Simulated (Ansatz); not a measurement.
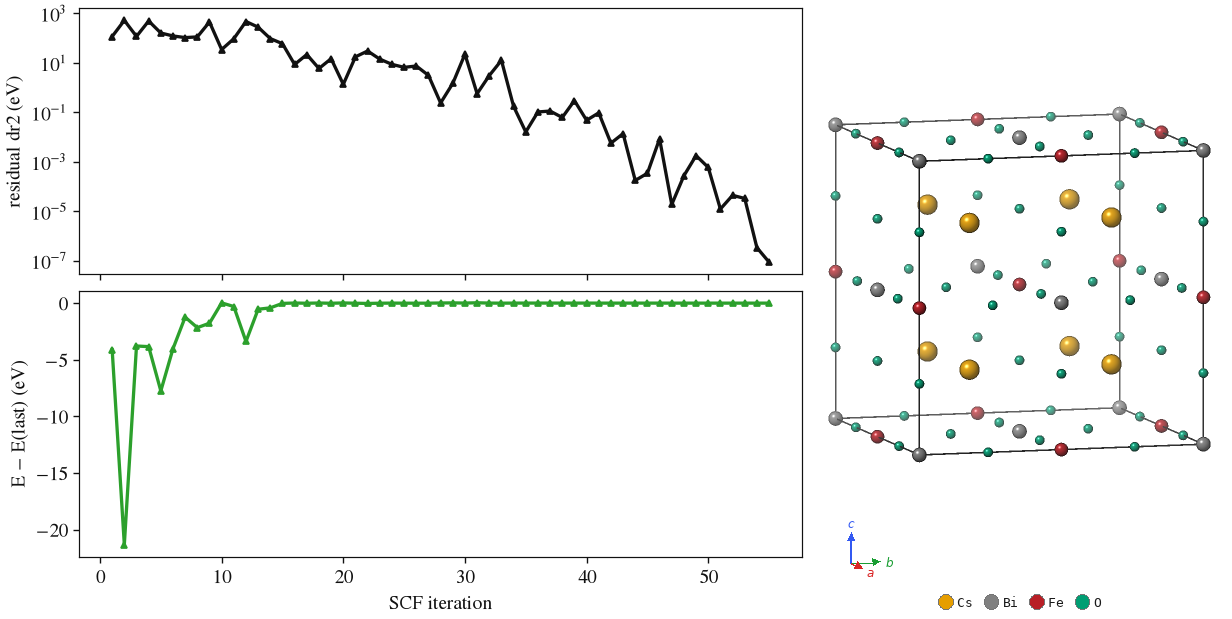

Beside the plot: the structure in its conventional cell.

The plot shows the SCF iterations of a calculation: density residual dr2, Harris–Foulkes energy less its last value. The starting density is a sum of atomic densities corrected by a trained network.

Cs2FeBiO6 (10 atoms in the cell, total charge +1), run with Ansatz.

```
crystal:
  lattice:
    - [0.0, 8.02443465, 8.02443465]
    - [8.02443465, 0.0, 8.02443465]
    - [8.02443465, 8.02443465, 0.0]
  atoms:
    - { symbol: Cs, position: [0.25, 0.25, 0.25] }
    - { symbol: Cs, position: [0.75, 0.75, 0.75] }
    - { symbol: Bi, position: [0.0, 0.0, 0.0] }
    - { symbol: Fe, position: [0.5, 0.5, 0.5] }
    - { symbol: O, position: [0.758, 0.242, 0.242] }
    - { symbol: O, position: [0.242, 0.758, 0.242] }
    - { symbol: O, position: [0.242, 0.758, 0.758] }
    - { symbol: O, position: [0.758, 0.242, 0.758] }
    - { symbol: O, position: [0.242, 0.242, 0.758] }
    - { symbol: O, position: [0.758, 0.758, 0.242] }
  symmetry: { tolerance: 0.0003 }
kpoints:
  mp_grid: { grid: [4, 4, 4], shift: [0, 0, 0] }
magnetization:
  spin_polarized: false
scf:
  occupations: { method: cold, width: 0.0153 }
  max_iter: 75
hamiltonian:
  pseudopotentials: { kind: paw }
  xc: pbe
total_charge: 1
basis:
  ecutwfc: 420
output:
  forces: true
  stress: true
  eigenvalues: true
```

Run as:
```bash
ansatz run input.yaml --threads 1 --pin off --max-ram 2560MiB --backend cpu --events-out ev --progress --plain --runs-dir out
```

Q: Did the calculation converge?

A: Converged, in 55 iterations. The residual falls unevenly and jumps up by a factor of two or more 20 times on the way down, most sharply at step 46 (by a factor of about 25).

Q: Read the residual at the first and at the last step drawn.

A: It starts near 100 and ends near 9 × 10⁻⁸ eV.

Q: Is anything amiss with this input?

A: The input holds a fault (a lattice typed in bohr). The SCF closed all the same, which doesn't make the results meaningful for the real system.
